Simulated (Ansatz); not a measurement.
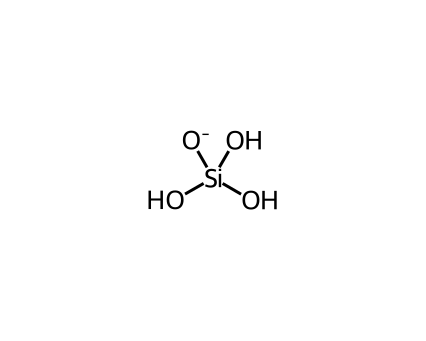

Structural formula above. Charge −1, singlet. Computed geometry: PBE0-D4/def2-TZVPD optimisation. No frequency run is at hand to confirm it as a minimum.

What does the molecule look like in three dimensions?

Formula H3O4Si(-). Its SMILES string is `[O-][Si](O)(O)O`. It has no ring. Among its groups: Si–O bond. Coordination: 1 Si tetrahedral; 3 O bent.

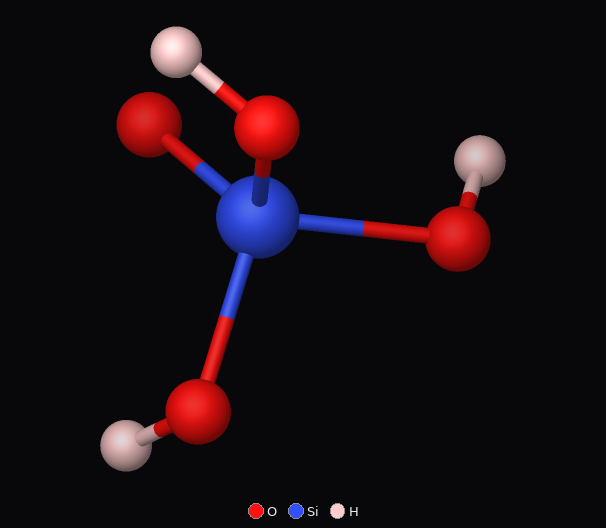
